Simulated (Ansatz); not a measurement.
FH5Si2···H2O

```tsv
atom	x (Å)	y (Å)	z (Å)
Si	0.0671	-0.6737	-1.0277
F	0.7026	0.7392	-1.6513
H	0.6804	-1.7566	-1.8408
H	-1.3932	-0.6649	-1.2774
Si	0.6792	-0.8803	1.2262
H	-0.3143	2.1649	-0.3560
O	-1.0581	1.9056	0.1980
H	0.4168	0.3582	1.9923
H	-0.0909	-2.0119	1.8104
H	2.1271	-1.2152	1.2974
H	-1.8167	2.0347	-0.3709
```

Theory: RKS BHLYP-D4/cc-pVDZ in Ansatz 0.2.0.

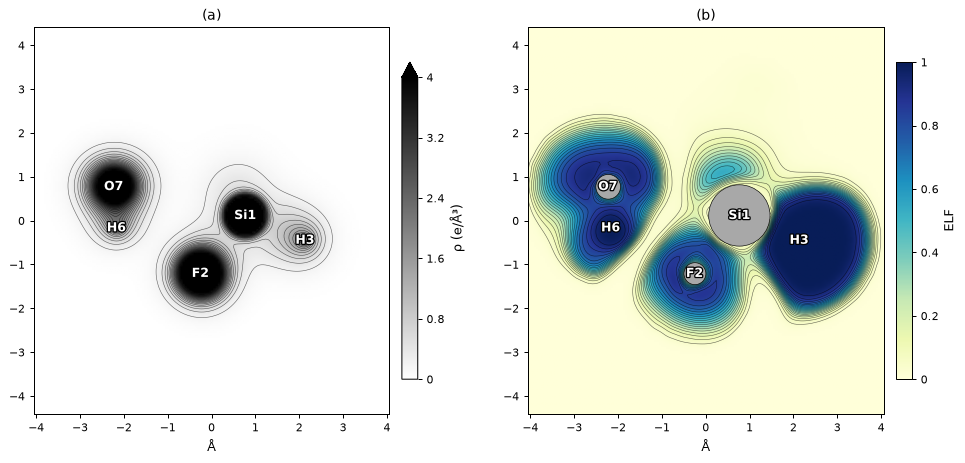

Figure 1. (a) total electron density; (b) ELF on the plane of atoms F2, Si1 and H3. Grey discs cover the atomic cores in the ELF map.

Question: Describe what can be read from this map.

Answer: Atoms in the plane: Si, F, H and O.
F2···H6 (2.18 Å): the density falls to about 0.1 e/Å³ on the way; the ELF dips to about 0.05 between them (a closed-shell contact with the geometry of a hydrogen bond).
Si–F (1.67 Å): ρ is about 0.85 e/Å³ halfway; the ELF peaks at about 0.85 in the valence shell of F, 0.6 Å from its nucleus, and is about 0.45 at the midpoint.
O–H (0.96 Å): ρ at the midpoint is about 3.8 e/Å³; the ELF climbs to about 1 towards the hydrogen, as it does in any bond to H; a covalent bond by its length.
Si–H (1.49 Å): the density is about 0.76 e/Å³ at the midpoint; the ELF climbs to about 1 towards the hydrogen.
The ELF also peaks beside F2 and O7, away from the bonds: lone-pair regions.

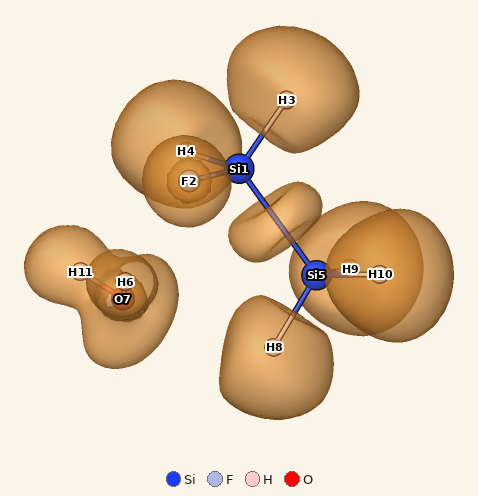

Figure 2. Isosurface of the electron localisation function at 0.75 (orange), seen across its widest extent. Only the valence region is drawn (cores and ρ < 0.01 e/Å³ removed).

Question: Identify the bonds, lone pairs and shells in this picture.

Answer: The ELF exceeds this value in one region between bonded Si–Si atoms (shared pairs), five regions around hydrogen nuclei, one region wrapped around F (its lone pairs, merged into a ring or cap) and one joined region spread over several atoms (H, O), in which their bonds and any lone pairs are merged.

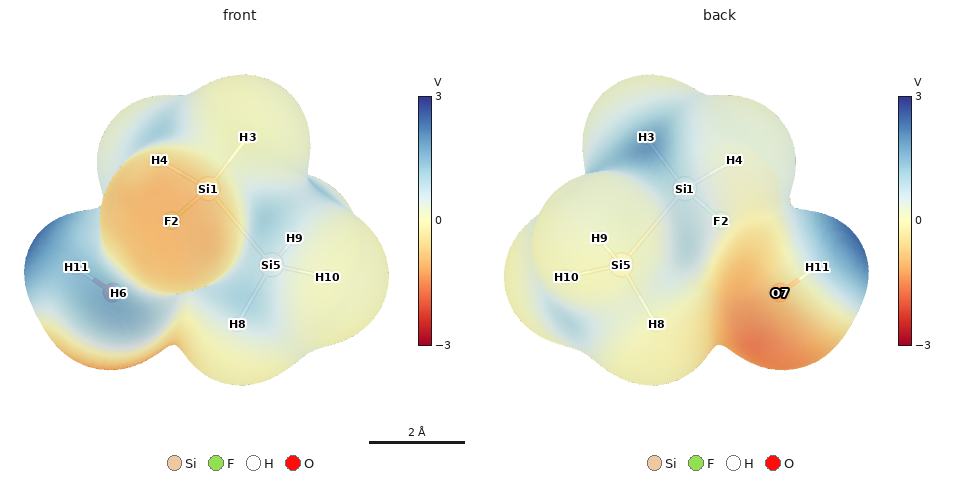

Figure 3. The molecular electrostatic potential painted on the density surface at 0.002 e/bohr³, seen from the front and from behind; the colour scale runs from red (negative) to blue (positive).

Question: Describe the electrostatic potential map.

Answer: The most negative region (about −1.6 V) lies over O7, the most positive (about +2.4 V) over H11. O7 is the likeliest acceptor of a hydrogen bond.
